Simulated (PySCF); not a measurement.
**C₃H₁₀OPSi (SMILES CC(C)O[SiH2][PH]) (doublet): density, localisation and related maps**

```yaml
atoms:
  - { symbol: C, position_ang: [-1.1543, -0.7240, 1.0239] }
  - { symbol: C, position_ang: [-0.5588, 0.3933, 0.1737] }
  - { symbol: C, position_ang: [-1.6439, 1.2596, -0.4567] }
  - { symbol: O, position_ang: [0.2233, -0.1441, -0.8621] }
  - { symbol: Si, position_ang: [1.7185, -0.7504, -0.8099] }
  - { symbol: P, position_ang: [2.9611, 0.4804, 0.5803] }
  - { symbol: H, position_ang: [-1.7878, -0.3075, 1.8021] }
  - { symbol: H, position_ang: [-1.7465, -1.3859, 0.3963] }
  - { symbol: H, position_ang: [-0.3585, -1.3026, 1.4869] }
  - { symbol: H, position_ang: [0.0874, 1.0206, 0.8093] }
  - { symbol: H, position_ang: [-2.2834, 0.6446, -1.0854] }
  - { symbol: H, position_ang: [-1.1900, 2.0306, -1.0739] }
  - { symbol: H, position_ang: [-2.2458, 1.7307, 0.3154] }
  - { symbol: H, position_ang: [1.7259, -2.1446, -0.3399] }
  - { symbol: H, position_ang: [2.0921, -0.6487, -2.2152] }
  - { symbol: H, position_ang: [4.1532, -0.1432, 0.2441] }
```

Geometry: GFN2-xTB.

Method: UKS B3LYP, pcH-1 on C H O P Si, non-relativistic, mean-field spin-orbit, GIAO (PySCF).

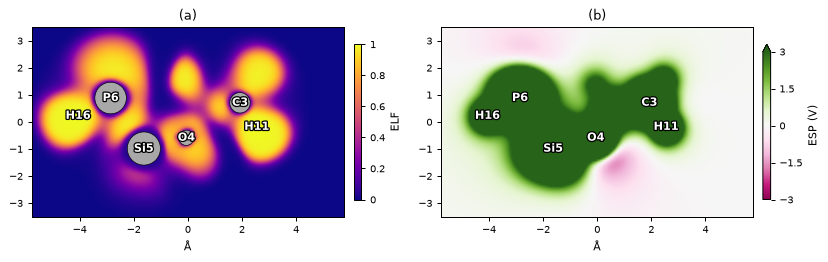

Figure 1. (a) electron localisation function; (b) electrostatic potential on the plane of atoms O4, Si5 and P6. Grey discs cover the atomic cores in the ELF map.

### What do the fields say about this system?

Atoms in the plane: C, O, Si, P and H.
Si–O (1.61 Å): the ELF peaks at about 0.85 between the atoms, as expected for a polar covalent bond.
Si–P (2.23 Å): the ELF peaks at about 0.95 between the atoms: a shared electron pair.
C–H (1.09 Å): the ELF climbs to about 1 towards the hydrogen, as it does in any bond to H (an ordinary covalent bond to hydrogen).
P–H (1.39 Å): the ELF climbs to about 1 towards the hydrogen.
The ELF also peaks beside O4 and P6, away from the bonds: non-bonding electrons, paired or unpaired.
Outside the dense part of the molecule the potential is most negative (−1.5 V) near O4.

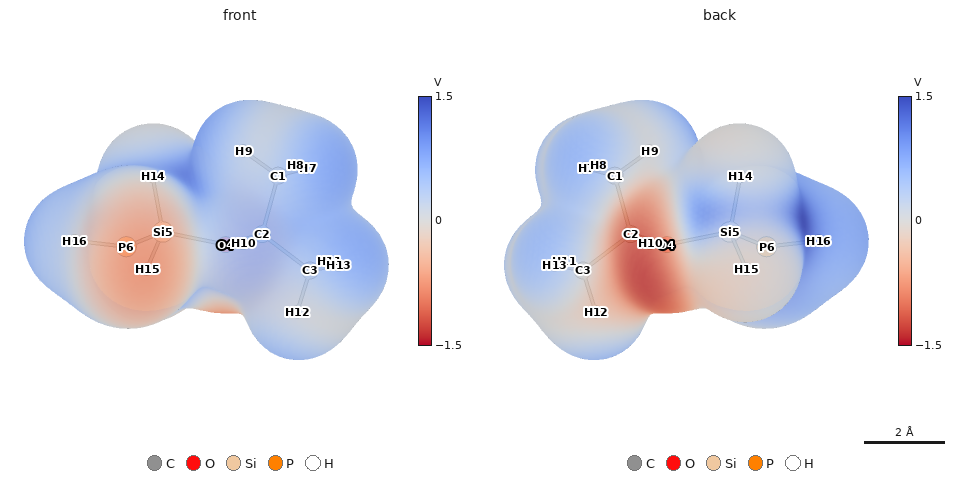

Figure 2. The electrostatic potential painted on the density surface at 0.002 e/bohr³, seen from the front and from behind; the colour scale runs from red (negative) to blue (positive).

### Where is the surface potential most negative and most positive?

The most negative region (about −1.2 V, or −28 kcal/mol for a unit charge) lies over O4, the most positive (about +1.3 V, or +30 kcal/mol for a unit charge) over Si5. O4 is the likeliest acceptor of a hydrogen bond.
